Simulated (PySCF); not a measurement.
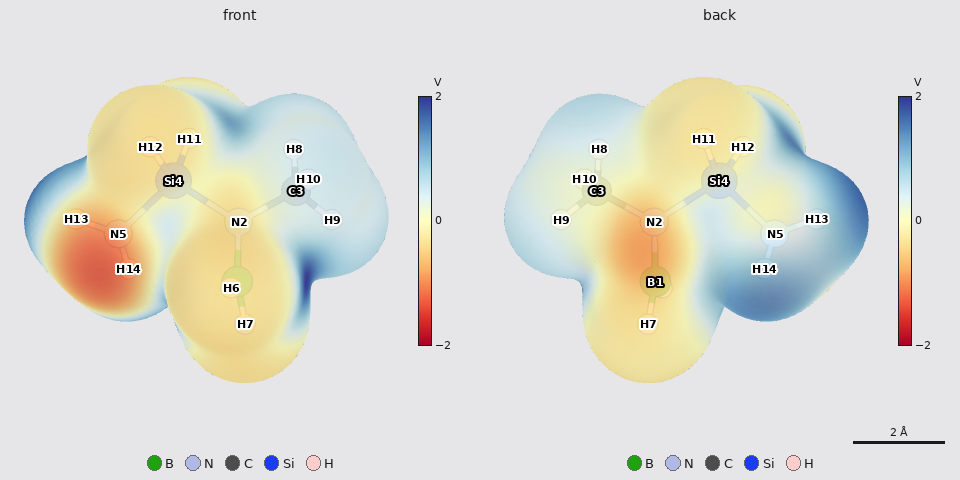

The picture shows: CH$_{9}$BN$_{2}$Si (SMILES BN(C)[SiH2]N). The electrostatic potential painted on the density surface at 0.002 e/bohr³, seen from the front and from behind; the colour scale runs from red (negative) to blue (positive).

Geometry: GFN2-xTB.

Computed with PySCF, B3LYP/pcSseg-1, SCF density, gas phase, non-relativistic.

```xyz
14

B    -0.7394    1.3682   -0.4803
N    -0.4830   -0.0249   -0.1931
C    -1.6497   -0.8808   -0.1597
Si    0.9537   -0.5311    0.6037
N     2.1587    0.5901    0.0936
H    -1.0772    2.1077    0.3704
H    -0.6468    1.7560   -1.5873
H    -1.3430   -1.9214   -0.0689
H    -2.2268   -0.7638   -1.0808
H    -2.3086   -0.6413    0.6841
H     1.1063   -1.9390    0.1937
H     0.9818   -0.4361    2.0726
H     3.0979    0.4570    0.4289
H     2.1759    0.8594   -0.8767
```

> Where is the surface potential most negative and most positive?

The most negative region (about −1.3 V, or −30 kcal/mol for a unit charge) lies over N5, the most positive (about +1.8 V, or +42 kcal/mol for a unit charge) over B1. N5 is the likeliest acceptor of a hydrogen bond.

> What dipole moment does the calculation give?

Its dipole moment is 1.06 D.
